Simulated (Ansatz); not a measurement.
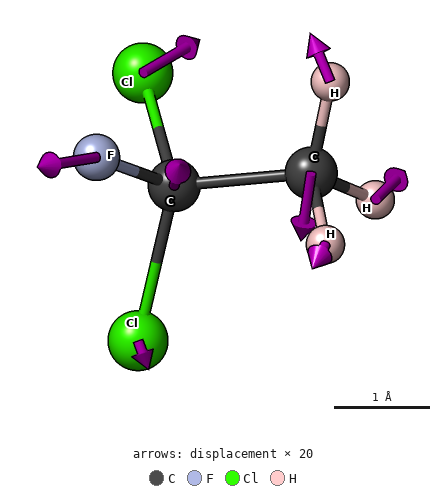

This is a relaxation of C2H3Cl2F (coarse preliminary run). The starting structure is drawn; purple arrows show the displacements, magnified 20 times. The two geometries are superimposed by the best rigid fit.

A ball-and-stick model, seen at a tilt.

The start comes from a force field.

Theory: RKS PBE-D4/def2-SVP in Ansatz 0.2.0.

Input file:
```yaml
crystal:
  periodic: [false, false, false]
  atoms:
    - {symbol: C, position_ang: [-0.108700, -0.541200, 0.648400]}
    - {symbol: C, position_ang: [0.179100, 0.406700, -0.533400]}
    - {symbol: F, position_ang: [1.493400, 0.626500, -0.548700]}
    - {symbol: Cl, position_ang: [-0.200900, -0.351400, -2.070600]}
    - {symbol: Cl, position_ang: [-0.644400, 1.965900, -0.383300]}
    - {symbol: H, position_ang: [0.157000, -0.025200, 1.581100]}
    - {symbol: H, position_ang: [0.407700, -1.445400, 0.561500]}
    - {symbol: H, position_ang: [-1.191100, -0.692900, 0.689100]}
basis:
  gaussian: {orbitals: def2-SVP}
hamiltonian: {xc: pbe, dispersion: d4}
relax: {f_tol: 0.03, max_steps: 200}
```

**What did the optimiser do to the structure, and how much energy did it gain?**

After 4 geometry steps the energy has fallen by 17.8 kJ/mol. Largest force component: 2.7 eV/Å at the start, 0.0035 eV/Å at the end. F3 moves most after the best rigid fit: 0.053 Å. By element the largest moves are F 0.053 Å, Cl 0.050 Å, C 0.041 Å, H 0.039 Å. Some distances before and after: C1–H7 1.045 → 1.107 Å, C2–Cl4 1.756 → 1.806 Å, C2–Cl5 1.770 → 1.806 Å, C1–C2 1.542 → 1.513 Å. Bond angles that change, for instance: H6–C1–H8 105.8° → 109.5°, C1–C2–F3 107.1° → 110.4°, C2–C1–H7 112.1° → 109.0°. The run took of the order of 14 core-seconds on a shared host.
